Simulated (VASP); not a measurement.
# WS2 (Tungstenite): GW quasiparticle gap

Aim: the quasiparticle gap of WS2 (Tungstenite), and what it costs to get it. The cell has space group P6_3/mmc. The start is a cell from a database of measured crystal structures.

Method: LDA, no spin polarisation; plane waves and PAW (W, S), in the first sound run; inputs show where later runs differ, in VASP 6.6.1.

The database entry behind the starting cell differs from later determinations by our own check (an axis about 1.4 % long against later determinations), so it need not match the best structure at ambient conditions.

## Step 1: The starting structure

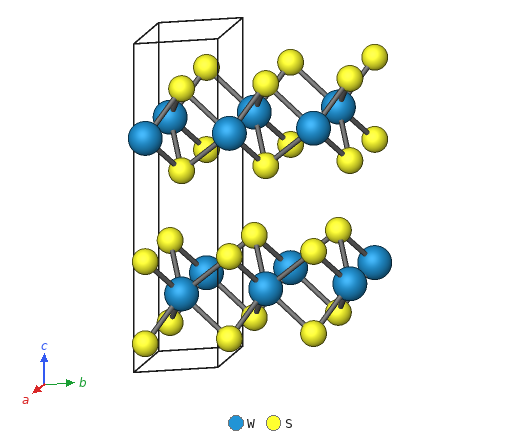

The starting structure, seen slightly off an axis (tungsten blue, sulfur yellow). 2×3×1 cells are drawn.

## Step 2: Relaxation

The atoms are relaxed first inside the given cell, which is kept (ISIF = 2), since band edges depend on the positions.

The input, INCAR:

```
SYSTEM = WS2
PREC = Accurate
ENCUT = 400
EDIFF = 1E-06
NELM = 100
ISMEAR = 0
SIGMA = 0.05
LREAL = .FALSE.
ALGO = Normal
GGA = CA
NBANDS = 24
LWAVE = .FALSE.
LCHARG = .FALSE.
KPAR = 4
IBRION = 2
NSW = 60
ISIF = 2
EDIFFG = -0.01
```

The input, POSCAR:

```
WS2
1.0
    3.1800000000      0.0000000000      0.0000000000
   -1.5900000000      2.7539607840      0.0000000000
    0.0000000000      0.0000000000     12.5000000000
W S
2 4
Direct
    0.3333333333      0.6666666667      0.2500000000
    0.6666666667      0.3333333333      0.7500000000
    0.3333333333      0.6666666667      0.6250000000
    0.6666666667      0.3333333333      0.1250000000
    0.3333333333      0.6666666667      0.8750000000
    0.6666666667      0.3333333333      0.3750000000
```

The input, KPOINTS:

```
Automatic mesh
0
Gamma
8 8 2
0 0 0
```

PAW data sets: W and S (PBE family, release 64).

Command:

```bash
$ mpirun -np 4 vasp_std
```

The program printed:

```text
[banner, memory and clock lines left out]
running    4 mpi-ranks, on    1 nodes
 distrk:  each k-point on    1 cores,    4 groups
 distr:  one band on    1 cores,    1 groups

 POSCAR found type information on POSCAR W S
 POSCAR found :  2 types and       6 ions
|                                                                             |
|               ----> ADVICE to this user running VASP <----                  |
|                                                                             |
|     You enforced a specific xc type in the INCAR file but a different       |
|     [... a line on the potential file left out ...]
|     I HOPE YOU KNOW WHAT YOU ARE DOING!                                     |
|                                                                             |

 LDA part: xc-table for (Slater(with rela. corr.)+CA(PZ))
 , standard interpolation
 POSCAR, INCAR and KPOINTS ok, starting setup
 FFT: planning ... GRIDC
 FFT: planning ... GRID_SOFT
 FFT: planning ... GRID
 WAVECAR not read
 entering main loop
       N       E                     dE             d eps       ncg     rms          rms(c)
DAV:   1     0.152239095003E+03    0.15224E+03   -0.13937E+04   960   0.107E+03
DAV:   2    -0.439694453306E+02   -0.19621E+03   -0.18967E+03  1344   0.251E+02
DAV:   3    -0.552901080881E+02   -0.11321E+02   -0.11250E+02  1288   0.602E+01
DAV:   4    -0.555314015526E+02   -0.24129E+00   -0.24072E+00  1312   0.985E+00
DAV:   5    -0.555379096427E+02   -0.65081E-02   -0.65019E-02  1304   0.134E+00    0.419E+01
DAV:   6    -0.531441053443E+02    0.23938E+01   -0.10912E+01  1424   0.162E+01    0.182E+01
DAV:   7    -0.528512493350E+02    0.29286E+00   -0.36386E+00  1288   0.106E+01    0.940E+00
DAV:   8    -0.526981354680E+02    0.15311E+00   -0.47806E-01  1344   0.446E+00    0.144E+00
DAV:   9    -0.526914998181E+02    0.66356E-02   -0.79970E-02  1320   0.150E+00    0.534E-01
DAV:  10    -0.526898330251E+02    0.16668E-02   -0.14017E-02  1368   0.679E-01    0.351E-01
DAV:  11    -0.526897445624E+02    0.88463E-04   -0.16180E-03  1336   0.233E-01    0.133E-01
DAV:  12    -0.526896755169E+02    0.69045E-04   -0.30357E-04  1376   0.114E-01    0.598E-02
DAV:  13    -0.526896733648E+02    0.21521E-05   -0.30795E-05  1304   0.288E-02    0.909E-03
DAV:  14    -0.526896729938E+02    0.37102E-06   -0.30991E-06  1128   0.957E-03
   1 F= -.52689673E+02 E0= -.52689673E+02  d E =-.526897E+02
 curvature:   0.00 expect dE= 0.000E+00 dE for cont linesearch  0.000E+00
 trial: gam= 0.00000 g(F)=  0.137E-01 g(S)=  0.000E+00 ort = 0.000E+00 (trialstep = 0.100E+01)
 search vector abs. value=  0.137E-01
 bond charge predicted
       N       E                     dE             d eps       ncg     rms          rms(c)
DAV:   1    -0.526935652525E+02   -0.38919E-02   -0.74693E-01   984   0.409E+00    0.591E-01
DAV:   2    -0.526967955913E+02   -0.32303E-02   -0.41367E-02  1232   0.135E+00    0.660E-01
DAV:   3    -0.526967757759E+02    0.19815E-04   -0.59118E-04  1248   0.153E-01    0.531E-01
DAV:   4    -0.526967325648E+02    0.43211E-04   -0.13552E-03  1168   0.183E-01    0.106E-01
DAV:   5    -0.526966717436E+02    0.60821E-04   -0.27774E-04  1144   0.952E-02    0.313E-02
DAV:   6    -0.526966640262E+02    0.77174E-05   -0.20359E-05  1304   0.250E-02    0.349E-02
DAV:   7    -0.526966547708E+02    0.92554E-05   -0.23363E-05  1184   0.235E-02    0.832E-03
DAV:   8    -0.526966544974E+02    0.27339E-06   -0.66868E-06  1128   0.128E-02
   2 F= -.52696654E+02 E0= -.52696654E+02  d E =-.698150E-02
 trial-energy change:   -0.006982  1 .order   -0.006948   -0.013658   -0.000238
 step:   1.0175(harm=  1.0178)  dis= 0.01306  next Energy=   -52.696657 (dE=-0.698E-02)
 reached required accuracy - stopping structural energy minimisation
```

Wall time 22 s (4 MPI ranks of Intel Xeon Platinum 8488C (Sapphire Rapids), shared host); peak memory 0.77 GiB.

Lines that name or quote the potential files are left out of all logs, and their timing lines are given in words.

OUTCAR, selected parts (step 2):

```text
ion  position               nearest neighbor table
   1  0.333  0.667  0.250-   4 2.41   6 2.41   4 2.41   6 2.41   4 2.41   6 2.41
   2  0.667  0.333  0.750-   3 2.41   5 2.41   3 2.41   5 2.41   3 2.41   5 2.41
   3  0.333  0.667  0.625-   2 2.41   2 2.41   2 2.41
   4  0.667  0.333  0.125-   1 2.41   1 2.41   1 2.41
   5  0.333  0.667  0.875-   2 2.41   2 2.41   2 2.41
   6  0.667  0.333  0.375-   1 2.41   1 2.41   1 2.41

  LATTYP: Found a hexagonal cell.
 ALAT       =     3.1800000000
 C/A-ratio  =     3.9308176101

 Subroutine GETGRP returns: Found 24 space group operations
 (whereof 12 operations were pure point group operations)

The static configuration has the point symmetry D_3d.
 The point group associated with its full space group is D_6h.

 Found     20 irreducible k-points:

   k-points           NKPTS =     20   k-points in BZ     NKDIM =     20   number of bands    NBANDS=     24

   dimension x,y,z NGX =    24 NGY =   24 NGZ =   84
   dimension x,y,z NGXF=    48 NGYF=   48 NGZF=  168

   ENCUT  =  400.0 eV  29.40 Ry    5.42 a.u.   5.19  5.19 20.38*2*pi/ulx,y,z

   NELECT =      36.0000    total number of electrons

 k-points in reciprocal lattice and weights: Automatic mesh
   0.00000000  0.00000000  0.00000000       0.008
   0.12500000  0.00000000  0.00000000       0.047
   0.25000000  0.00000000  0.00000000       0.047
   0.37500000  0.00000000  0.00000000       0.047
   0.50000000  0.00000000  0.00000000       0.023
   0.12500000  0.12500000  0.00000000       0.047
   0.25000000  0.12500000  0.00000000       0.094
   0.37500000  0.12500000  0.00000000       0.094
   0.25000000  0.25000000  0.00000000       0.047
[...]
0.25000000  0.25000000  0.50000000       0.047
   0.37500000  0.25000000  0.50000000       0.047

 average (electrostatic) potential at core
       1 -39.9438       2 -39.9438       3 -86.0384       4 -86.0384       5 -86.0384
       6 -86.0384

 E-fermi :   6.1033

 k-point     1 :       0.0000    0.0000    0.0000
  band No.  band energies     occupation
    ...
     14       3.5200      2.00000
     15       3.5200      2.00000
     16       4.3317      2.00000
     17       4.7283      2.00000
     18       5.8648      2.00000
     19       8.0909      0.00000
     20       8.0909      0.00000
     21       8.0985      0.00000
     22       8.0986      0.00000
     23       8.2374      0.00000
    ...

 k-point     2 :       0.1250    0.0000    0.0000
  band No.  band energies     occupation
    ...
     14       3.1486      2.00000
     15       3.5857      2.00000
     16       4.5184      2.00000
     17       4.7151      2.00000
     18       5.3775      2.00000
     19       7.6969      0.00000
     20       7.9064      0.00000
     21       7.9978      0.00000
     22       8.0652      0.00000
     23       8.1269      0.00000
    ...

 k-point     3 :       0.2500    0.0000    0.0000
  band No.  band energies     occupation
    ...
     14       3.1270      2.00000
     15       3.3033      2.00000
     16       4.0378      2.00000
     17       4.2548      2.00000
     18       4.3773      2.00000
     19       7.2054      0.00000
     20       7.6727      0.00000
     21       7.8559      0.00000
     22       8.1291      0.00000
     23       8.1654      0.00000
    ...

  Total       -3.3195076     -3.3195076     -0.8271102     -0.0000000      0.0000000      0.0000000
  in kB      -48.5835634    -48.5835634    -12.1053975     -0.0000000      0.0000000      0.0000000
  external PRESSURE =     -36.4241748 kB  Pullay stress =       0.0000000 kB

  energy-cutoff  :      400.00
  volume of cell :      109.47
      direct lattice vectors                 reciprocal lattice vectors
     3.180000000  0.000000000  0.000000000     0.314465409  0.181556688  0.000000000
    -1.590000000  2.753960784  0.000000000     0.000000000  0.363113377  0.000000000
     0.000000000  0.000000000 12.500000000     0.000000000  0.000000000  0.080000000

 POSITION                                       TOTAL-FORCE (eV/Angst)
 -----------------------------------------------------------------------------------
     -0.00000      1.83597      3.12500         0.000000      0.000000     -0.000000
      1.59000      0.91799      9.37500         0.000000      0.000000     -0.000000
     -0.00000      1.83597      7.82533        -0.000000      0.000000      0.004643
      1.59000      0.91799      1.57533        -0.000000      0.000000      0.004643
     -0.00000      1.83597     10.92467        -0.000000     -0.000000     -0.004643
      1.59000      0.91799      4.67467         0.000000     -0.000000     -0.004643
 -----------------------------------------------------------------------------------
    total drift:                               -0.000000      0.000000     -0.000000

  FREE ENERGIE OF THE ION-ELECTRON SYSTEM (eV)
  ---------------------------------------------------
  free  energy   TOTEN  =       -52.6966544974 eV

  energy  without entropy=      -52.6966544974  energy(sigma->0) =      -52.69665450

 reached required accuracy - stopping structural energy minimisation

[... 3 further parts left out ...]
```

The PAW data sets were made with PBE, though LDA sets exist; this is a small mismatch. The data set W keeps the semicore shell frozen, which is cheaper and a little less accurate. The run keeps the 24 symmetry operations of its start, so it cannot find a distortion of lower symmetry.

The steps of the relaxation:

```csv
step,energy less that of the first step (eV),largest force (eV/Å)
1,0.0000,0.2660
2,-0.0070,0.0046
```

The atoms that moved most (Å):

```csv
atom,dx,dy,dz,length
S3,0.000,0.000,0.013,0.013
S5,0.000,0.000,-0.013,0.013
S6,0.000,0.000,-0.013,0.013
S4,0.000,0.000,0.013,0.013
```

Final coordinates:

```xyz
6
Lattice="3.1800 0.0000 0.0000 -1.5900 2.7540 0.0000 0.0000 0.0000 12.5000" Properties=species:S:1:pos:R:3 pbc="T T T"
W     0.0000    1.8360    3.1250
W     1.5900    0.9180    9.3750
S     0.0000    1.8360    7.8253
S     1.5900    0.9180    1.5753
S     0.0000    1.8360   10.9247
S     1.5900    0.9180    4.6747
```

Numbers from this step:

| Quantity | Value |
| --- | --- |
| free energy (TOTEN) | -52.6967 eV |
| Fermi energy | 6.103 eV |
| pressure | -3.642 GPa |

At LDA, with these data sets, the largest force is down to 0.0046 eV/Å.

## Step 3: Ground state

This step: LDA, no spin polarisation; plane waves and PAW (W_sv_GW, S_GW) (VASP 6.6.1).

Many-body steps start from the orbitals of a self-consistent run, here LDA. EDIFF is tight for accurate orbitals, and a narrow smearing avoids fractional occupations.

The input, INCAR:

```
SYSTEM = WS2
PREC = Accurate
ENCUT = 340
EDIFF = 1E-08
NELM = 100
ISMEAR = 0
SIGMA = 0.01
LREAL = .FALSE.
ALGO = Normal
GGA = CA
NBANDS = 32
LORBIT = 11
LWAVE = .TRUE.
LCHARG = .FALSE.
```

The input, POSCAR:

```
WS2
1.0
    3.1800000000      0.0000000000      0.0000000000
   -1.5900000000      2.7539607840      0.0000000000
    0.0000000000      0.0000000000     12.5000000000
W S
2 4
Direct
    0.3333333333      0.6666666667      0.2500000000
    0.6666666667      0.3333333333      0.7500000000
    0.3333333333      0.6666666667      0.6260267440
    0.6666666667      0.3333333333      0.1260267440
    0.3333333333      0.6666666667      0.8739732560
    0.6666666667      0.3333333333      0.3739732560
```

The input, KPOINTS:

```
Automatic mesh
0
Gamma
3 3 1
0 0 0
```

The projector-augmented-wave data sets are W_sv_GW and S_GW (LDA family, release 64).

Command:

```bash
$ mpirun -np 4 vasp_std
```

The program printed:

```text
[banner, memory and clock lines left out]
running    4 mpi-ranks, on    1 nodes
 distrk:  each k-point on    4 cores,    1 groups
 distr:  one band on    1 cores,    4 groups

 POSCAR found type information on POSCAR W S
 POSCAR found :  2 types and       6 ions
 LDA part: xc-table for (Slater(with rela. corr.)+CA(PZ))
 , standard interpolation
 POSCAR, INCAR and KPOINTS ok, starting setup
 FFT: planning ... GRIDC
 FFT: planning ... GRID_SOFT
 FFT: planning ... GRID
 WAVECAR not read
 entering main loop
       N       E                     dE             d eps       ncg     rms          rms(c)
DAV:   1     0.354692321650E+03    0.35469E+03   -0.24351E+04   224   0.111E+03
DAV:   2    -0.354368693567E+02   -0.39013E+03   -0.38524E+03   256   0.325E+02
DAV:   3    -0.607652595473E+02   -0.25328E+02   -0.25237E+02   248   0.842E+01
DAV:   4    -0.617034945024E+02   -0.93823E+00   -0.93751E+00   256   0.161E+01
DAV:   5    -0.617193716400E+02   -0.15877E-01   -0.15875E-01   256   0.221E+00    0.104E+02
DAV:   6    -0.570423014281E+02    0.46771E+01   -0.27250E+01   208   0.211E+01    0.991E+01
DAV:   7    -0.570556165013E+02   -0.13315E-01   -0.10215E+01   240   0.139E+01    0.935E+00
DAV:   8    -0.564229995647E+02    0.63262E+00   -0.27887E+00   240   0.727E+00    0.151E+00
DAV:   9    -0.564325177103E+02   -0.95181E-02   -0.18695E-01   248   0.209E+00    0.112E+00
DAV:  10    -0.564309973108E+02    0.15204E-02   -0.18581E-02   224   0.704E-01    0.246E-01
DAV:  11    -0.564305774938E+02    0.41982E-03   -0.18149E-03   240   0.191E-01    0.226E-01
DAV:  12    -0.564305805725E+02   -0.30787E-05   -0.28958E-04   256   0.794E-02    0.153E-01
DAV:  13    -0.564305779199E+02    0.26526E-05   -0.18376E-05   288   0.167E-02    0.120E-01
DAV:  14    -0.564305759243E+02    0.19956E-05   -0.11154E-05   248   0.132E-02    0.223E-02
DAV:  15    -0.564305763288E+02   -0.40448E-06   -0.10765E-06   248   0.497E-03    0.178E-02
DAV:  16    -0.564305763863E+02   -0.57536E-07   -0.27394E-07   264   0.264E-03    0.103E-03
DAV:  17    -0.564305763752E+02    0.11137E-07   -0.47121E-08   224   0.952E-04    0.284E-03
DAV:  18    -0.564305763670E+02    0.81709E-08   -0.60069E-09   160   0.421E-04
   1 F= -.56430576E+02 E0= -.56430576E+02  d E =-.629855E-15
 writing wavefunctions
```

Run time: 4 s. Hardware: 4 MPI ranks; peak memory 0.46 GiB; 13 s of CPU time.

Parts of OUTCAR (step 3):

```text
 Found      3 irreducible k-points:

   k-points           NKPTS =      3   k-points in BZ     NKDIM =      3   number of bands    NBANDS=     32

   dimension x,y,z NGX =    20 NGY =   20 NGZ =   80
   dimension x,y,z NGXF=    40 NGYF=   40 NGZF=  160

   ENCUT  =  340.0 eV  24.99 Ry    5.00 a.u.   4.78  4.78 18.79*2*pi/ulx,y,z

   NELECT =      52.0000    total number of electrons

 E-fermi :   7.3535

 k-point     1 :       0.0000    0.0000    0.0000
  band No.  band energies     occupation
    ...
     22       4.9620      2.00000
     23       4.9620      2.00000
     24       5.7437      2.00000
     25       6.1666      2.00000
     26       7.3010      2.00000
     27       9.5101      0.00000
     28       9.5101      0.00000
     29       9.5148      0.00000
     30       9.5149      0.00000
     31       9.6696      0.00000
    ...

 k-point     2 :       0.3333    0.0000    0.0000
  band No.  band energies     occupation
    ...
     22       4.9268      2.00000
     23       5.0248      2.00000
     24       5.0618      2.00000
     25       5.3097      2.00000
     26       5.5609      2.00000
     27       8.9392      0.00000
     28       9.1685      0.00000
     29       9.3043      0.00000
     30       9.6813      0.00000
     31       9.9896      0.00000
    ...

  Total       -4.3015824     -4.3015824     -2.8196653      0.0000000      0.0000000      0.0000000
  in kB      -62.9569889    -62.9569889    -41.2679846      0.0000000      0.0000000      0.0000000
  external PRESSURE =     -55.7273208 kB  Pullay stress =       0.0000000 kB

  energy-cutoff  :      340.00
  volume of cell :      109.47
      direct lattice vectors                 reciprocal lattice vectors
     3.180000000  0.000000000  0.000000000     0.314465409  0.181556688  0.000000000
    -1.590000000  2.753960784  0.000000000     0.000000000  0.363113377  0.000000000
     0.000000000  0.000000000 12.500000000     0.000000000  0.000000000  0.080000000

 POSITION                                       TOTAL-FORCE (eV/Angst)
 -----------------------------------------------------------------------------------
     -0.00000      1.83597      3.12500        -0.000000      0.000000      0.000000
      1.59000      0.91799      9.37500         0.000000     -0.000000      0.000000
     -0.00000      1.83597      7.82533        -0.000000      0.000000      0.284674
      1.59000      0.91799      1.57533        -0.000000     -0.000000      0.284674
     -0.00000      1.83597     10.92467        -0.000000      0.000000     -0.284674
      1.59000      0.91799      4.67467        -0.000000      0.000000     -0.284674
 -----------------------------------------------------------------------------------
    total drift:                               -0.000000      0.000000     -0.000000

  FREE ENERGIE OF THE ION-ELECTRON SYSTEM (eV)
  ---------------------------------------------------
  free  energy   TOTEN  =       -56.4305763670 eV

  energy  without entropy=      -56.4305763670  energy(sigma->0) =      -56.43057637

 total charge
# of ion       s       p       d       f       tot
--------------------------------------------------
    1        3.067   6.024   3.117   0.065  12.273
    2        3.067   6.024   3.117   0.065  12.273
    3        1.346   2.314   0.079   0.000   3.739
    4        1.346   2.314   0.079   0.000   3.739
    5        1.346   2.314   0.079   0.000   3.739
    6        1.346   2.314   0.079   0.000   3.739
--------------------------------------------------
tot         11.518  21.304   6.548   0.130  39.501

[... 3 parts as in an earlier step ...]

[... 4 further parts left out ...]
```

The gap is read on the k-mesh alone, so it is an upper bound where the band edges lie off the mesh.

A gap read on the k-mesh alone can miss the band edges.

Numbers from this step:

* free energy (TOTEN): -56.4306 eV
* Fermi energy: 7.354 eV
* pressure: -5.573 GPa
* gap on the k-mesh: 1.095 eV
* least direct gap on the k-mesh: 1.667 eV

The cell has a gap of 1.09 eV on this mesh and a pressure of -5.6 GPa, which holds the misfit of the given cell and coordinates with this functional, and any error of cutoff, mesh and data sets. Spin-orbit coupling is left out, which can shift or reorder these edges. Forces of up to 0.28 eV/Å remain in these settings.

(Part 1 of 3 ends here.)

[Lines on the potential files, build, host, timing and source positions are cut from VASP's logs without a mark.]

[Logs are printed without paths, hosts, clocks, repeated set-up lines and the standing remarks that a program may print on its own settings, such as how far it seeks lower states.]

[Hosts, paths, dates, database ids (printed as entryN), source tags and the programs' standing remarks are cut or masked in the printed files.]

[Pressures printed for these runs are not shown converged in the cutoff: they can be off by several GPa and have the wrong sign.]
